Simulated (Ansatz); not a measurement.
# Structural relaxation of twisted Zr2CO2 MXene bilayer, 87.80° (130 atoms), part 2 of 2

Wanted: the relaxed structure of twisted Zr2CO2 MXene bilayer, 87.80° (130 atoms) and its electronic structure.

Ansatz 0.2.0; Kohn-Sham DFT, r2SCAN+D4, PAW (set soft_2), plane waves.

The cell: 26 C, 52 Zr and 52 O. Sampling is at Γ alone, for a cell whose shortest periodic width is 10 Å.

So far. Step 3 (Relaxation): The relaxation changed the energy by -7.29 meV/atom, and atoms moved by 0.045 Å r.m.s., 0.098 Å at most.

**4. Distances and neighbours after relaxation**

Bonds before and after, by the cutoffs listed below:

```tsv
pair	bonds before	bonds after	mean before (Å)	mean after (Å)	spread before (Å)	spread after (Å)
O-Zr	156	156	2.126	2.115	0.015	0.003
Zr-C	156	156	2.351	2.367	0.013	0.003
```

Normalised to the volume that the atoms fill. Pair distribution functions g(r), in bins of 0.2 Å:

```tsv
r (Å)	total	O-O	O-Zr	O-C	Zr-Zr	Zr-C	C-C
2.10	2.81	0.00	8.80	0.00	0.00	0.00	0.00
2.30	2.25	0.00	0.00	0.00	0.00	14.10	0.00
2.50	0.00	0.00	0.00	0.00	0.00	0.00	0.00
2.70	0.00	0.00	0.00	0.00	0.00	0.00	0.00
2.90	1.50	0.41	0.00	9.00	0.00	0.00	0.00
3.10	0.00	0.00	0.00	0.00	0.00	0.00	0.00
3.30	3.53	7.78	0.00	0.00	10.70	0.00	14.40
3.50	0.00	0.00	0.00	0.00	0.00	0.00	0.00
3.70	0.42	0.44	1.08	0.00	0.00	0.00	0.00
3.90	0.95	0.20	2.88	0.00	0.00	0.00	0.00
4.10	0.77	0.00	0.00	0.00	0.00	4.79	0.00
4.30	0.19	0.49	0.35	0.00	0.00	0.00	0.00
4.50	0.68	0.00	0.14	3.97	0.00	0.00	0.00
4.70	0.42	0.14	0.27	0.00	1.94	0.00	0.00
4.90	1.41	1.86	3.34	0.00	0.25	0.00	0.00
5.10	1.06	0.24	3.14	0.11	0.00	0.00	0.00
5.30	1.13	0.11	0.27	0.33	0.28	5.80	0.00
5.50	0.93	0.10	0.10	5.45	0.05	0.00	0.00
5.70	1.52	2.62	0.14	0.29	5.09	0.00	4.85
5.90	0.33	1.30	0.18	0.35	0.09	0.00	0.00
6.10	0.17	0.08	0.08	0.33	0.16	0.33	0.00
6.30	0.21	0.31	0.16	0.30	0.16	0.23	0.00
6.50	0.16	0.00	0.27	0.18	0.07	0.22	0.00
6.70	0.95	1.95	0.27	0.24	2.02	0.27	3.62
6.90	1.55	1.77	3.58	0.38	0.13	0.26	0.00
7.10	0.69	0.19	0.24	0.06	0.03	3.52	0.00
7.30	0.70	0.12	0.23	3.35	0.26	0.17	0.00
7.50	0.91	0.33	1.55	0.27	1.67	0.27	0.26
```

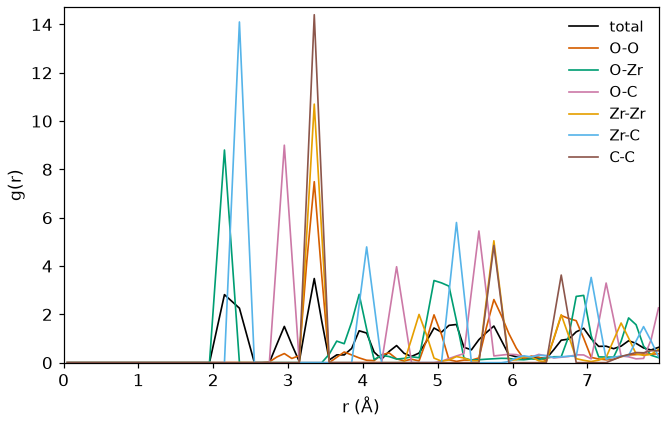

Pair distribution functions, lightly smoothed.

Bonds by pair of elements; cutoffs follow the first minimum of g(r), held within bounds set by covalent radii, and pairs that aren't listed don't count as bonded:

```tsv
pair A-B	cutoff (Å)	bonds	mean length (Å)	spread (Å)	shortest (Å)	B about A	A about B
O-Zr	2.82	156	2.12	0.003	2.10	3	3
Zr-C	2.81	156	2.37	0.003	2.36	3	6
```

How many atoms have how many bonded neighbours:

```tsv
element	mean	3	6
C	6	0	26
O	3	52	0
Zr	6	0	52
```

Bond angles, per cent of each kind in bins of 5°:

```tsv
angle (°)	C-Zr-O	Zr-C-Zr	O-Zr-O	C-Zr-C	Zr-O-Zr
80–85	66.7	0.0	0.0	0.0	0.0
85–90	0.0	40.0	0.0	100.0	0.0
90–95	0.0	40.0	0.0	0.0	0.0
95–100	0.0	0.0	0.0	0.0	0.0
100–105	0.0	0.0	100.0	0.0	100.0
105–110	0.0	0.0	0.0	0.0	0.0
110–115	0.0	0.0	0.0	0.0	0.0
115–120	0.0	0.0	0.0	0.0	0.0
120–125	0.0	0.0	0.0	0.0	0.0
125–130	0.0	0.0	0.0	0.0	0.0
130–135	0.0	0.0	0.0	0.0	0.0
135–140	0.0	0.0	0.0	0.0	0.0
140–145	0.0	0.0	0.0	0.0	0.0
145–150	0.0	0.0	0.0	0.0	0.0
150–155	0.0	0.0	0.0	0.0	0.0
155–160	0.0	0.0	0.0	0.0	0.0
160–165	0.0	0.0	0.0	0.0	0.0
165–170	33.3	0.0	0.0	0.0	0.0
170–175	0.0	0.0	0.0	0.0	0.0
175–180	0.0	20.0	0.0	0.0	0.0
```

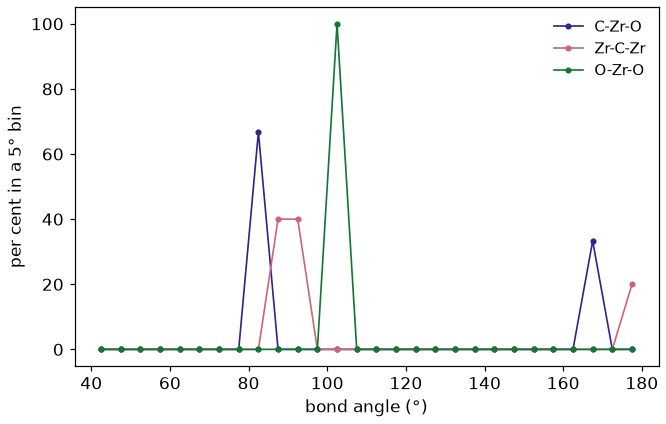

Distributions of the most common bond angles.

Bond angles (no mean is given where the spread exceeds 20°):

```tsv
angle	count	mean (°)	spread (°)
C-Zr-O	468	-	-
Zr-C-Zr	390	-	-
O-Zr-O	156	103	0.2
C-Zr-C	156	88.7	0.1
Zr-O-Zr	156	103	0.2
```

By these cutoffs all C atoms have 6, all O atoms have 3 and all Zr atoms have 6 bonded neighbours.

**5. Single point at the relaxed geometry**

One more single point at the end of the walk gives the fuller output and checks the residual forces.

Input file input.yaml:

```yaml
crystal:
  lattice:
    - [11.9344, 0.0, 0.0]
    - [-5.9672, 10.33549, 0.0]
    - [0.0, 0.0, 28.11]
  atoms:
    - { symbol: C, position: [0.99985, 0.99981, 0.36775] }
    - { symbol: Zr, position: [0.12824, 0.17923, 0.41743] }
    - { symbol: Zr, position: [0.17933, 0.05106, 0.31804] }
    - { symbol: O, position: [0.17927, 0.05007, 0.44946] }
    - { symbol: O, position: [0.12803, 0.17929, 0.2858] }
    - { symbol: C, position: [0.07681, 0.30761, 0.36772] }
    - { symbol: Zr, position: [0.20475, 0.48683, 0.4173] }
    - { symbol: Zr, position: [0.25627, 0.35877, 0.31813] }
    - { symbol: O, position: [0.25586, 0.35867, 0.44972] }
    - { symbol: O, position: [0.20503, 0.48703, 0.28579] }
    - { symbol: C, position: [0.15352, 0.61513, 0.36776] }
    - { symbol: Zr, position: [0.28193, 0.79486, 0.41729] }
    - { symbol: Zr, position: [0.33316, 0.66648, 0.31793] }
    - { symbol: O, position: [0.33315, 0.66647, 0.44898] }
    - { symbol: O, position: [0.28185, 0.79457, 0.28578] }
    - { symbol: C, position: [0.23067, 0.92284, 0.36769] }
    - { symbol: Zr, position: [0.35891, 0.10245, 0.4174] }
    - { symbol: Zr, position: [0.41013, 0.97416, 0.31812] }
    - { symbol: O, position: [0.41012, 0.97447, 0.44986] }
    - { symbol: O, position: [0.35882, 0.10244, 0.28578] }
    - { symbol: C, position: [0.30749, 0.23054, 0.36779] }
    - { symbol: Zr, position: [0.43562, 0.41018, 0.41782] }
    - { symbol: Zr, position: [0.48696, 0.28185, 0.31804] }
    - { symbol: O, position: [0.4871, 0.28248, 0.44943] }
    - { symbol: O, position: [0.43571, 0.41003, 0.28582] }
    - { symbol: C, position: [0.38448, 0.53817, 0.36777] }
    - { symbol: Zr, position: [0.51277, 0.71765, 0.41729] }
    - { symbol: Zr, position: [0.56393, 0.5895, 0.31814] }
    - { symbol: O, position: [0.5642, 0.58944, 0.44987] }
    - { symbol: O, position: [0.51259, 0.71774, 0.28578] }
    - { symbol: C, position: [0.46145, 0.84608, 0.36775] }
    - { symbol: Zr, position: [0.58943, 0.0252, 0.41783] }
    [... 92 atom lines left out ...]
    - { symbol: O, position: [0.0251, 0.58956, 0.55008] }
    - { symbol: C, position: [0.92294, 0.23065, 0.63215] }
    - { symbol: Zr, position: [0.10235, 0.35888, 0.68183] }
    - { symbol: Zr, position: [0.05082, 0.17932, 0.58252] }
    - { symbol: O, position: [0.05114, 0.17941, 0.71414] }
    - { symbol: O, position: [0.10269, 0.35882, 0.55023] }
kpoints:
  mp_grid: { grid: [1, 1, 1] }
hamiltonian:
  xc: r2scan
  dispersion: d4
scf:
  occupations: { method: fermi_dirac, width: 0.025 }
output:
  forces: true
  populations: intrinsic
  dos:
    method: { smearing: { sigma: 0.1 } }
    de: 0.1
    projected:
      site_lists:
        C: [C]
        O: [O]
        Zr: [Zr]
        layer_1: [0, 1, 2, 3, 4, 5, 6, 7, 8, 9, 10, 11, 12, 13, 14, 15, 16, 17, 18, 19, 20, 21, 22, 23, 24, 25, 26, 27, 28, 29, 30, 31, 32, 33, 34, 35, 36, 37, 38, 39, 40, 41, 42, 43, 44, 45, 46, 47, 48, 49, 50, 51, 52, 53, 54, 55, 56, 57, 58, 59, 60, 61, 62, 63, 64]
        layer_2: [65, 66, 67, 68, 69, 70, 71, 72, 73, 74, 75, 76, 77, 78, 79, 80, 81, 82, 83, 84, 85, 86, 87, 88, 89, 90, 91, 92, 93, 94, 95, 96, 97, 98, 99, 100, 101, 102, 103, 104, 105, 106, 107, 108, 109, 110, 111, 112, 113, 114, 115, 116, 117, 118, 119, 120, 121, 122, 123, 124, 125, 126, 127, 128, 129]
  eigenvalues: true
  write_density: true
  write_potential: true
  volumetric_format: npy
```

On the command line:

```bash
$ ansatz run input.yaml --threads 8 --pin off --max-ram 15872MiB --backend cpu --events-out ev --progress --plain --runs-dir out
```

Numbers of over 12 decimals in the logs are rounded to 6 here.

The log of the run:

```text
[...]
Crystal: 130 atoms, lattice volume = 3467.309 Å³
Basis set: ecut = 500 eV, 88051 PW (Γ), exchange–correlation on 360×360×864 points (64 copies of the dense FFT grid, shifted against one another)
Bands: 650, of which v1, the nominal top of the filled ones, is band 520 counted from 1 (519 counted from 0)
Symmetry: 1 space group operations
[...]
k-points: 1
[...]
SCF iter   1: F=—  HF=-254437.265017 eV  |F-HF|=—  |Δ(HF+E_count)|=         —  Δρ=1.07e-2  dr2=5.52e0  dr2_τ=8.38e0  ethr=1.77e-3  ⟨swp⟩=8.0  Hψ=2511  notcnv=0  defer=76
[...]
SCF iter  11: F=-254439.573343 eV  HF=-254439.573343 eV  |F-HF|=6.72e-9  |Δ(HF+E_count)|=   5.93e-8  Δρ=5.36e-7  dr2=1.33e-8  dr2_τ=7.78e-10  ethr=9.62e-12  ⟨swp⟩=21.0  Hψ=5738  notcnv=0
SCF 1 converged in 11 iterations: F = -254439.573343 eV  dr2 = 1.33e-8
[...]
WARN: The output density's exchange-correlation potential varies sharply where the density is thin. Do not read a vacuum level from v_tot or v_xc, or from such a field of the output density. On a cell that repeats whose density bears no net charge and no dipole along the vacuum's axis use v_es (v_loc + v_h of the components); [...]
SCF converged after 11 iterations
Free energy (F): -254439.573343 eV
[...]
Internal energy: -254439.573343 eV  (E = F + TS)
E sigma→0 (E₀):  -254439.573343 eV
Fermi energy:    3.999732 eV
[...]
--- Forces (eV/Å), atoms counted from 1 ---
  atom   1  C     -0.00165913    -0.00096696     0.00965947
  atom   2  Zr     0.00438096    -0.00009823    -0.01503659
  atom   3  Zr    -0.00162843     0.00202015    -0.01179701
  atom   4  O      0.00000745     0.00238738     0.01440978
  atom   5  O     -0.00036470    -0.00189184     0.00969256
  atom   6  C     -0.00125488     0.00000788     0.00715785
  atom   7  Zr    -0.00077958     0.00050435    -0.01336169
  atom   8  Zr     0.00222259    -0.00089933    -0.01440624
  atom   9  O     -0.00196977     0.00022226     0.00871010
  atom  10  O      0.00085238     0.00195507     0.01013718
  atom  11  C      0.00447489    -0.00063974     0.00767862
  atom  12  Zr    -0.00278470    -0.00362951    -0.01587154
  atom  13  Zr     0.00051464    -0.00433037    -0.01360685
  atom  14  O      0.00156251     0.00053323     0.00922041
[...]
atom 129  O     -0.00003028    -0.00258219    -0.00581645
  atom 130  O      0.00455385    -0.00231676    -0.00737131
  max |Σ_I F_I| component: 3.87e-5 eV/Å
--- Band table (eV) ---
[...]
--- intrinsic populations: 130 sites ---
  site symbol       q [e]
     0      C      5.0212
     1     Zr     10.7723
     2     Zr     10.7597
[...]
129      O      6.7224
  spilling = 0.000000 (of n_electrons = 1040.000000)
```

Wall time 40 s (8 threads of AMD EPYC 9R45, shared host); peak memory 12 GiB; 5 min of CPU time.

The program notes that the exchange-correlation potential is rough where the density is thin.

The run gave:

```
free energy                                      : -254439.5733 eV
free energy per atom                             : -1957.2275 eV/atom
SCF cycles                                       : 11
r.m.s. force component                           : 0.00684 eV/Å
longest force                                    : 0.01963 eV/Å
Fermi energy                                     : 4 eV
gap (highest filled to lowest empty level) : 1.676 eV
potential in mid-vacuum, over the Fermi level    : 4.63 eV
potential 4.5 Å over the upper face              : 4.63 eV
potential 4.5 Å under the lower face             : 4.63 eV
```

Intrinsic-atomic-orbital charges by element:

```tsv
element	coordination	atoms	mean charge (e)	spread	least	most
C	all	26	-1.02	9.0e-4	-1.02	-1.02
O	all	52	-0.724	0.003	-0.727	-0.715
Zr	all	52	1.23	0.0061	1.22	1.24
```

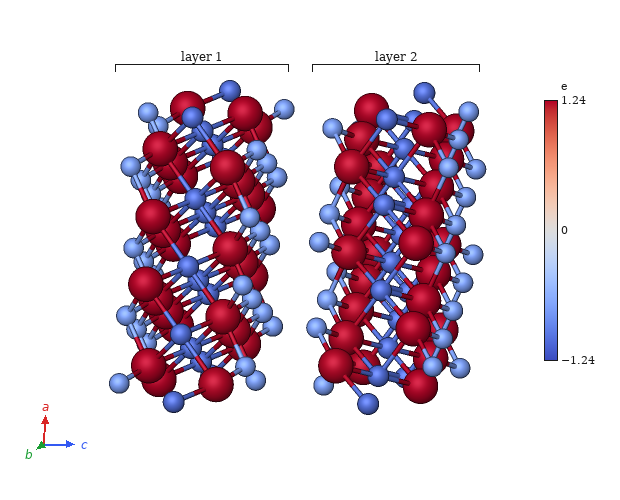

Atoms coloured by intrinsic-atomic-orbital charge. Some periodic images of atoms are drawn too.

By region:

```tsv
region	atoms	mean length of the force (eV/Å)	net charge (e)
layer 1	65	0.012	0
layer 2	65	0.011	0
```

States in the cell by windows of 1 eV, zero at the Fermi level; the larger projections on atomic orbitals stand beside the total:

```tsv
from (eV)	to (eV)	total	layer 2	layer 1	Zr d	O p	C p
-10	-7	0.0	0.0	0.0	0.0	0.0	0.0
-7	-6	63.7	31.8	31.7	16.8	36.6	5.6
-6	-5	171.8	85.4	85.4	37.5	122.5	5.0
-5	-4	76.5	37.9	37.9	8.1	60.4	3.0
-4	-3	47.4	23.4	23.4	15.3	7.7	21.4
-3	-2	85.0	41.9	41.8	21.0	17.8	41.9
-2	-1	15.8	7.8	7.8	2.6	4.5	7.7
-1	0	7.8	3.8	3.8	1.0	1.8	4.9
0	1	29.7	14.5	14.5	22.6	4.7	1.4
1	2	30.3	14.7	14.7	23.7	4.2	1.3
2	3	101.9	50.2	50.2	87.1	5.8	4.8
```

Between -26 and -10 eV lie 156 more states.

About 416 of the 1040 electrons lie in deeper levels, below the stored range.

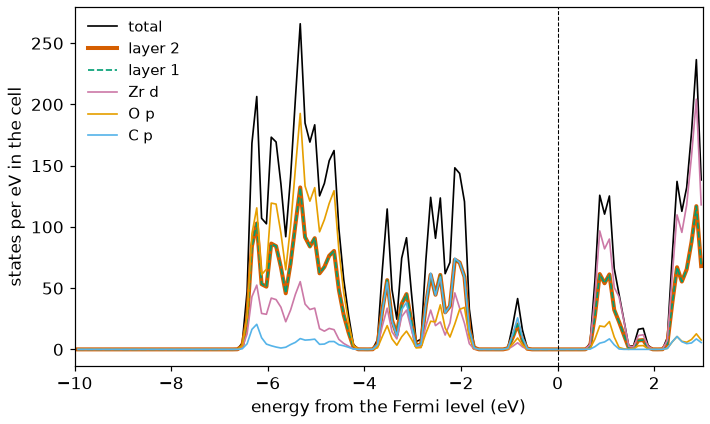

Total and projected density of states, with the broadening of the input.

The levels nearest the highest filled one (over half full), pooled over k-points and spins:

```tsv
level less the highest filled one (eV)	occupation
-1.12	2
-1.04	2
-9.0e-4	2
-7.0e-4	2
-1.0e-4	2
0	2
1.68	0
1.69	0
1.69	0
1.69	0
1.69	0
1.69	0
```

Planar average of the electrostatic potential energy along the normal, with the Fermi level as zero, after a running mean with a triangular window 4 Å wide at its base:

```tsv
height (Å)	potential energy (eV)
0.0	4.63
1.2	4.63
2.2	4.63
3.4	4.63
4.4	4.63
5.6	4.50
6.8	1.71
7.8	-5.44
9.0	-10.96
10.0	-9.90
11.2	-10.63
12.4	-8.80
13.4	-1.86
14.6	-1.18
15.6	-8.05
16.8	-10.82
18.0	-9.82
19.0	-11.00
20.2	-6.38
21.2	1.04
22.4	4.41
23.6	4.63
24.6	4.63
25.8	4.63
26.8	4.63
28.0	4.63
```

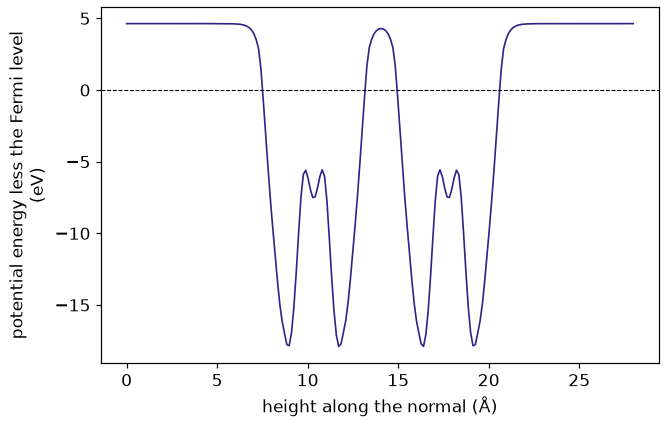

Planar average of the electrostatic potential energy; the dashed line is the Fermi level.

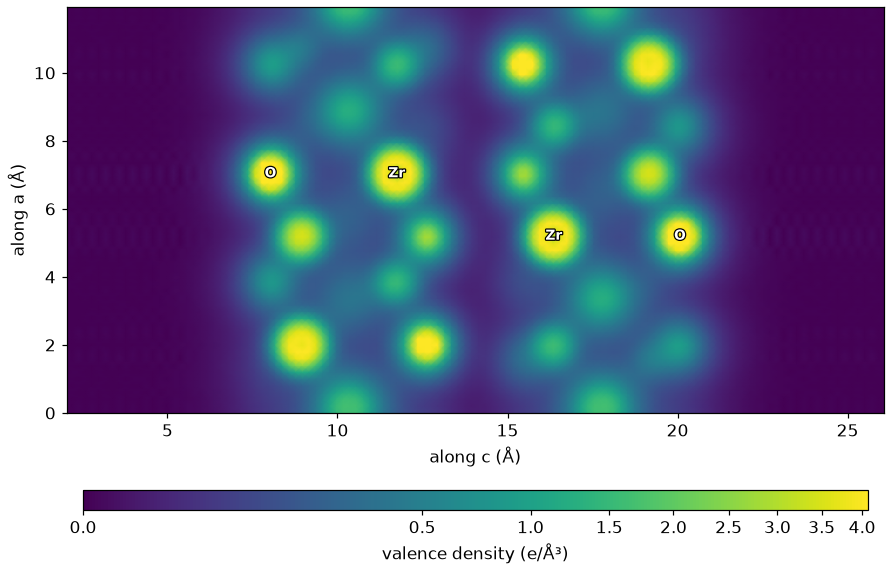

Valence density in the ca plane at fractional y = 0.025, with atoms of Zr and O within 0.2 Å of it. It is the smooth field of the valence electrons, not physical close to the nuclei. The colour scale is stretched toward low values. The far vacuum is left out of the map.

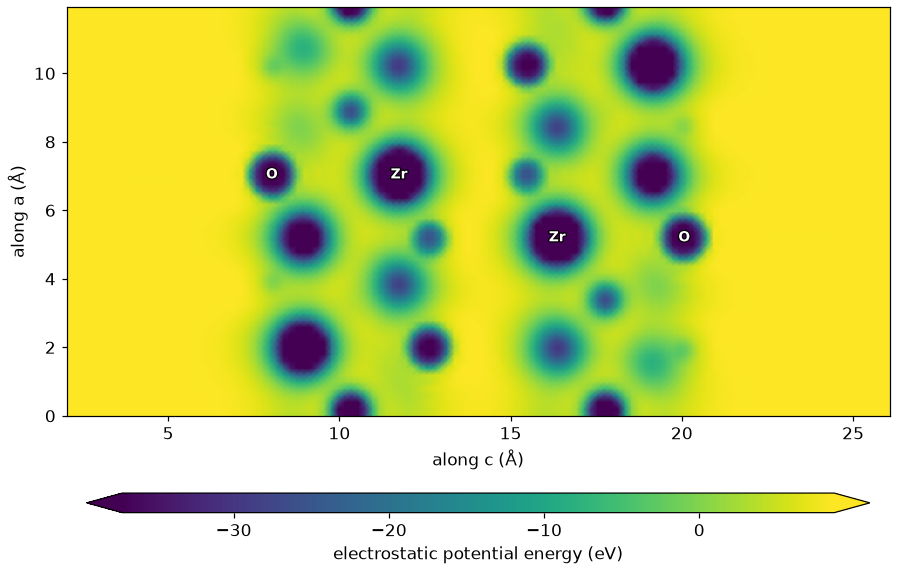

Electrostatic potential energy in the ca plane at fractional y = 0.025, with atoms of Zr and O within 0.2 Å of it. With pseudopotentials it is smooth inside the atoms' cores, unlike the true potential. The far vacuum is left out of the map.

Mean intrinsic-atomic-orbital charges: C -1.02, O -0.72, Zr +1.23 e. The largest share in the top eV of filled states is C p (58 % of the projected weight), and in the lowest eV of empty states Zr d (79 % of the projected weight). The potential stands 5.47 eV above the highest filled level over the upper face and 5.47 eV under the lower one, a reading of the ionisation potential at this level on the run's k-points.

Local excerpt of 10 atoms (numbers count through the whole input) about Zr53, picked at random; x, y, z are measured from there.

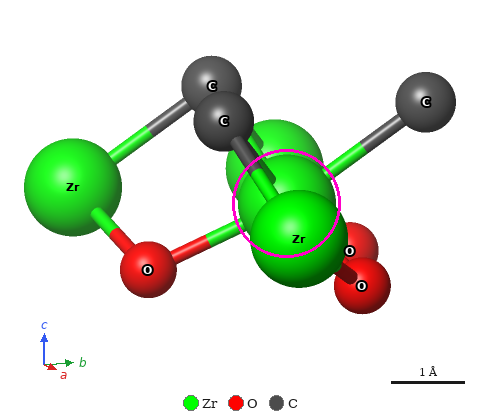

The atoms of the table, within 3.3 Å (arrows a, b, c point along x, y, z); some may hide others; the central atom is ringed.

```tsv
atom	x	y	z	distance (Å)	bonds	intrinsic-atomic-orbital charge (e)
Zr53	0.00	0.00	0.00	0.00	6	1.24
O50	-0.46	-1.86	-0.91	2.12	3	-0.73
O5	1.84	0.53	-0.91	2.12	3	-0.73
O55	-1.38	1.33	-0.91	2.12	3	-0.73
C1	1.38	-1.32	1.40	2.37	6	-1.02
C51	-1.84	-0.53	1.40	2.37	6	-1.02
C6	0.46	1.86	1.40	2.37	6	-1.02
Zr38	-3.21	0.79	0.00	3.31	6	1.24
Zr33	-2.30	-2.38	0.00	3.31	6	1.24
Zr3	3.21	-0.80	0.00	3.31	6	1.24
```

The column of bonds counts only the pairs O-Zr within 2.82 Å, Zr-C within 2.81 Å; other neighbours, such as metal atoms beside each other in a compound, aren't counted, and periodic images can show an atom twice.

**6. Outcome**

```
energy change in the relaxation                  : -7.293 meV/atom
r.m.s. displacement                              : 0.045 Å
largest displacement                             : 0.098 Å
free energy per atom                             : -1957.2275 eV/atom
r.m.s. force component                           : 0.00684 eV/Å
gap (highest filled to lowest empty level) : 1.676 eV
potential in mid-vacuum, over the Fermi level    : 4.63 eV
wall time of the 3 DFT runs                      : 3.1 min
```

In words: Relaxation lowers the energy by 7.29 meV/atom and moves atoms by 0.045 Å r.m.s.; the r.m.s. force component goes from 0.40 to 0.0068 eV/Å, and the gap from 1.66 to 1.68 eV. By the final cutoffs no bond was broken or made. First to last step the energy falls by 0.948 eV; the largest move, 0.10 Å, is that of Zr93. The Zr-C bonds change most in mean length: from 2.351 Å (spread 0.013) to 2.367 Å (spread 0.003). By these cutoffs all C atoms have 6, all O atoms have 3 and all Zr atoms have 6 bonded neighbours. The highest filled and lowest empty levels differ by 1.68 eV at Γ alone; the mesh holds the band edges only if they fold onto it, so the gap at this level can be narrower or closed, while semilocal functionals tend to narrow gaps against experiment. The potential stands 5.47 eV above the highest filled level over the upper face and 5.47 eV under the lower one, a reading of the ionisation potential at this level on the run's k-points.

[Logs are printed without paths, hosts, clocks, repeated set-up lines and the standing remarks that a program may print on its own settings, such as how far it seeks lower states.]

[Hosts, paths, dates, database ids (printed as entryN), source tags and the programs' standing remarks are cut or masked in the printed files.]
